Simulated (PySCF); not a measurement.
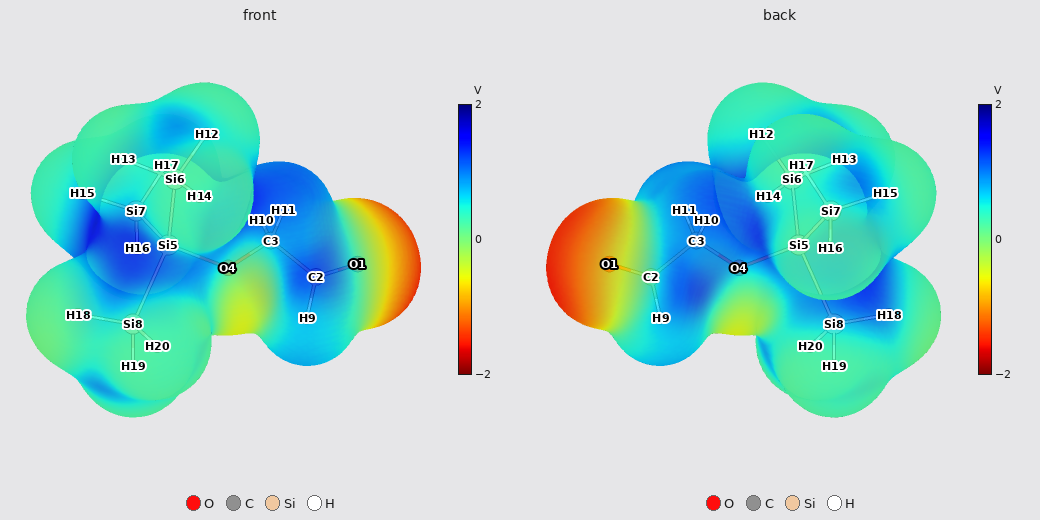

Figure 1: C₂H₁₂O₂Si₄ (SMILES O=CCO[Si]([SiH3])([SiH3])[SiH3]). The electrostatic potential painted on the density surface at 0.002 e/bohr³, seen from the front and from behind; red is negative and blue positive.

Geometry: GFN2-xTB.

The calculation used PySCF, PBE0/pcSseg-1, SCF density, gas phase, non-relativistic.

Input file:

```
{"job": {"kind": "nmr", "xc": "PBE0", "basis": "pcSseg-1"}, "charge": 0, "multiplicity": 1}
O      4.089744    -0.509112     1.394658
C      2.900523    -0.421328     1.493995
C      1.957769    -0.105362     0.362046
O      0.648739    -0.099103     0.805726
Si    -0.728703     0.068360    -0.109703
Si    -0.641399     2.161890    -1.166531
Si    -0.739949    -1.670134    -1.686085
Si    -2.222654    -0.122813     1.661975
H      2.373277    -0.569219     2.455373
H      2.101585    -0.851893    -0.432628
H      2.232465     0.872664    -0.060078
H      0.486552     2.299020    -2.101978
H     -1.858120     2.391777    -1.948007
H     -0.506301     3.298919    -0.247939
H     -1.976894    -1.649558    -2.468747
H     -0.624492    -3.012656    -1.103720
H      0.364911    -1.585171    -2.655180
H     -3.575682    -0.004820     1.106896
H     -2.181247    -1.399590     2.382165
H     -2.105272     0.918808     2.687458
```

Command:

```sh
OMP_NUM_THREADS=1 python probes_run.py task.json out
```

Which sites attract a positive test charge, and which a negative one?

Answer. A positive charge is drawn to the negative regions and a negative charge to the positive ones. The most negative region (about −1.5 V, or −35 kcal/mol for a unit charge) lies over O1, the most positive (about +1.5 V, or +35 kcal/mol for a unit charge) over Si5. O1 is the likeliest acceptor of a hydrogen bond.

How polar is the molecule by this calculation?

Answer. Its dipole moment is 2.26 D.
